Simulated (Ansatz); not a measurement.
## Electronic structure of Br₃ClTi in real space

```xyz
5

Br    0.2984   -1.5405    0.3392
Br    1.8915   -4.2625   -1.7155
Br   -0.5803   -5.1436    0.9833
Cl   -1.6471   -3.4631   -2.0703
Ti   -0.0421   -3.5996   -0.6448
```

Geometry: PBE0-D4/def2-SVP.

Level of theory: Ansatz, isolated molecule in a Gaussian basis; Kohn-Sham density functional theory, functional PBE0.

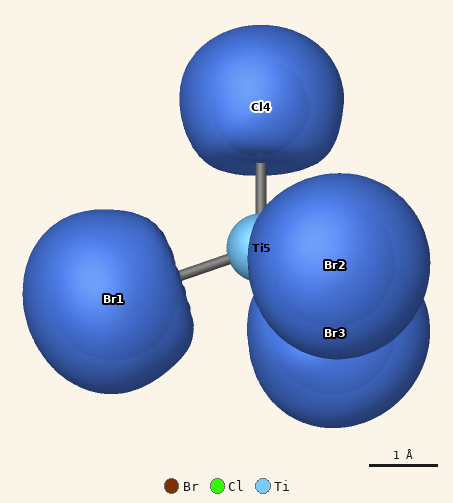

Figure 1. Isosurface of the ELF at 0.75 (blue), seen from one side. Core shells and regions of very low density are left out.

> Describe the localisation domains.

The surface consists of three regions wrapped around Br (the valence shell of each) and one region wrapped around Cl (its valence shell). Profiles from the grid: Ti–Cl (2.15 Å): the ELF peaks at about 0.85 in the valence shell of Cl, 0.8 Å from its nucleus, and is about 0.40 at the midpoint. Ti–Br (2.31 Å): the ELF peaks at about 0.75 in the valence shell of Br, 1.0 Å from its nucleus, and is about 0.55 at the midpoint.

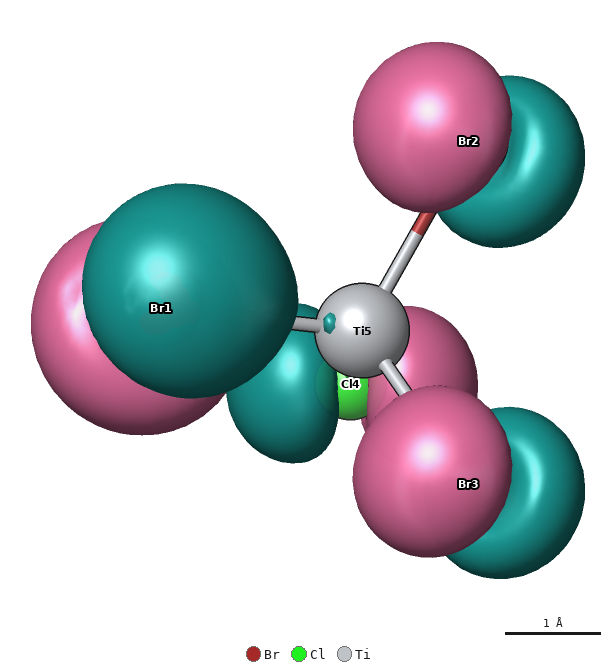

Figure 2. The HOMO−1 at ±0.1 Å⁻³ᐟ² (teal and pink are the two phases), seen at a tilt.

> What is the character of this orbital?

By Hirshfeld shares it lies mainly on Br1 (about 45 %), Br2 (about 15 %), Br3 (about 15 %) and Cl4 (about 15 %); largely a combination of lone pairs on Br1, Br2, Br3 and Cl4. It is one of a degenerate set, so its orientation is arbitrary. Its energy is −9.04 eV.

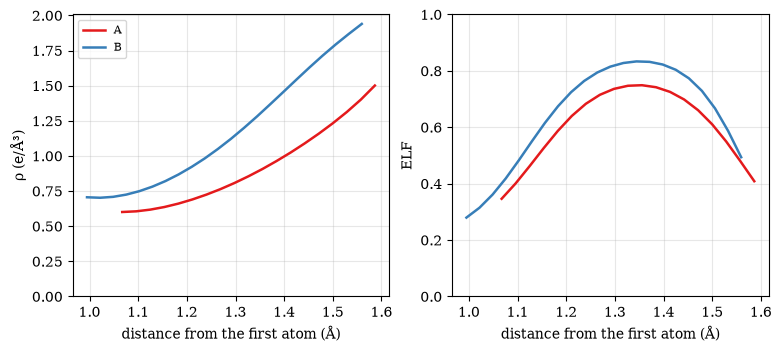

Figure 3. Total electron density and electron localisation function along straight lines between neighbouring atoms. The curves leave out the atomic cores.

> Which curve belongs to which contact (Ti–Br and Ti–Cl)? The first atom named is at distance zero.

Curve A: Ti–Br (2.31 Å): ρ at the midpoint is about 0.64 e/Å³; the ELF peaks at about 0.75 in the valence shell of Br, 1.0 Å from its nucleus, and is about 0.55 at the midpoint. Curve B: Ti–Cl (2.15 Å): the density is about 0.73 e/Å³ at the midpoint; the ELF peaks at about 0.85 in the valence shell of Cl, 0.8 Å from its nucleus, and is about 0.40 at the midpoint.

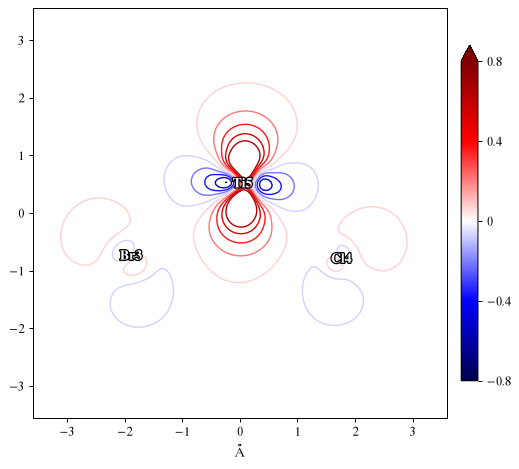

Figure 4. The LUMO on the plane of atoms Br3, Ti5 and Cl4 (values in Å⁻³ᐟ²; the overall sign is arbitrary).

> Where does this orbital lie, and at what energy?

By Hirshfeld shares it lies mainly on Ti5 (about 70 %), Br1 (about 5 %), Br2 (about 5 %), Br3 (about 5 %) and Cl4 (about 5 %). It is one of a degenerate set, so its orientation is arbitrary. Its energy is −3.93 eV.
